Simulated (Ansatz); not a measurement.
# C₂H₂F₂Si: one species, many methods

How much do the methods differ for C₂H₂F₂Si? The plan is to run it at one geometry with functionals of several rungs and with coupled cluster. The yardstick is the atomisation energy at the CCSD(T) limit.

Computed with Ansatz 0.2.0, Gaussian basis. Level: functionals in def2-TZVPP, the program's frozen cores in correlated methods.

Plan: LDA (SPW92), PBE-D4, revPBE-D4, BLYP-D4, r2SCAN-D4, B97M-V, PBE0-D4, B3LYP-D4, r2SCANh-D4, r2SCAN0-D4, HSE06-D4, BHLYP-D4, CAM-B3LYP-D4, LC-ωPBE, ωB97X-V, ωB97M-V, B2PLYP, PBE-QIDH; CCSD(T)/def2-SVP; CCSD(T)/def2-TZVPP; MP2/def2-QZVPP; extrapolation to the limit; RPA on PBE.

## Step 1: Structure used throughout

The geometry comes from an earlier relaxation with PBE0-D4 in a triple-zeta def2 set; it is a stationary point, not always the lowest conformer.

SMILES `FC1=C(F)[SiH2]1`, 7 atoms, charge 0, spin multiplicity 1.

Atoms are counted from 1 here; the program's logs count them from 0.

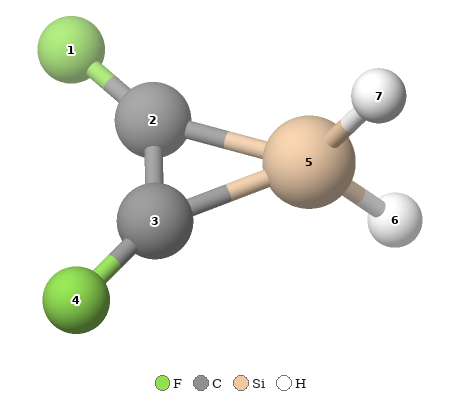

The structure; fluorine green, carbon grey, silicon light orange, hydrogen white; atoms are numbered from 1 in the order of the file.

## Step 2: LDA

This LDA is Slater exchange with PW92 correlation.

in.yaml

```yaml
crystal:
  periodic: [false, false, false]
  atoms:
    - {symbol: F, position_ang: [0.324470, -1.537610, 1.672047]}
    - {symbol: C, position_ang: [0.115338, -0.697262, 0.679256]}
    - {symbol: C, position_ang: [-0.484917, -0.692197, -0.501334]}
    - {symbol: F, position_ang: [-1.166772, -1.525013, -1.260969]}
    - {symbol: Si, position_ang: [0.271597, 0.920638, -0.136157]}
    - {symbol: H, position_ang: [-0.533516, 2.097381, 0.278251]}
    - {symbol: H, position_ang: [1.535000, 1.365962, -0.776596]}
basis:
  gaussian: {orbitals: def2-TZVPP}
hamiltonian: {xc: lda}
output: {orbitals: {seedname: orbitals}}
```

Launch:

```
> ansatz run in.yaml --threads 2 --pin off --events-out ev --progress --plain --max-ram 4352MiB
```

After this run come: PBE-D4 (GGA); revPBE-D4 (GGA); BLYP-D4 (GGA); r2SCAN-D4 (meta-GGA); B97M-V (meta-GGA); PBE0-D4 (hybrid); B3LYP-D4 (hybrid); r2SCANh-D4 (hybrid); r2SCAN0-D4 (hybrid); HSE06-D4 (hybrid); BHLYP-D4 (hybrid); CAM-B3LYP-D4 (range-separated); LC-ωPBE (range-separated); ωB97X-V (range-separated); ωB97M-V (range-separated); B2PLYP (double hybrid); PBE-QIDH (double hybrid); CCSD(T) in def2-SVP; CCSD(T) in def2-TZVPP; MP2 in def2-QZVPP; RPA on PBE orbitals.

Q: Predict the results of all the runs planned. Wanted: atomisation energy, CCSD(T)/CBS; farthest beyond LDA; mean size of error, GGA; mean size of error, meta-GGA; mean size of error, hybrid; mean size of error, range-separated; mean size of error, double hybrid; gap, smallest and largest; T1 diagnostic.

As calculated:

| quantity | value |
| --- | --- |
| atomisation energy, CCSD(T)/CBS | 2609.6 kJ/mol |
| functionals within 13.0 kJ/mol (0.5 %) | B3LYP-D4, r2SCANh-D4, PBE-QIDH |
| farthest beyond LDA | PBE-D4 (+134.9 kJ/mol) |
| mean size of error, GGA | 67.2 kJ/mol |
| mean size of error, meta-GGA | 34.6 kJ/mol |
| mean size of error, hybrid | 42.9 kJ/mol |
| mean size of error, range-separated | 22.7 kJ/mol |
| mean size of error, double hybrid | 13.2 kJ/mol |
| gap, smallest and largest | 5.14 eV (BLYP-D4), 12.10 eV (LC-ωPBE) |
| T1 diagnostic | 0.0142 |
| triples share of the correlation energy | 3.9 % |

What this shows: The LDA atomisation energy is off by 539.6 kJ/mol (21 %): it overbinds. PBE-D4 is off by +134.9 kJ/mol. Double hybrids carry the basis error of their MP2 part in triple zeta, and no dispersion term here, so their miss is partly the set-up's. Taken by rung, double hybrid functionals do best (13.2 kJ/mol on average) and GGA ones worst beyond LDA (67.2 kJ/mol). The reference freezes the cores and leaves out relativity and excitations past (T), so misses under about 13.0 kJ/mol can't be ranked. Hartree-Fock recovers 68 % of the binding; the rest is correlation. CCSD(T) in def2-SVP is off by -163.3 kJ/mol, more than most functionals: a good method in a small basis is no reference. Orbital gaps span 5.1 to 12.1 eV; exact exchange widens them.
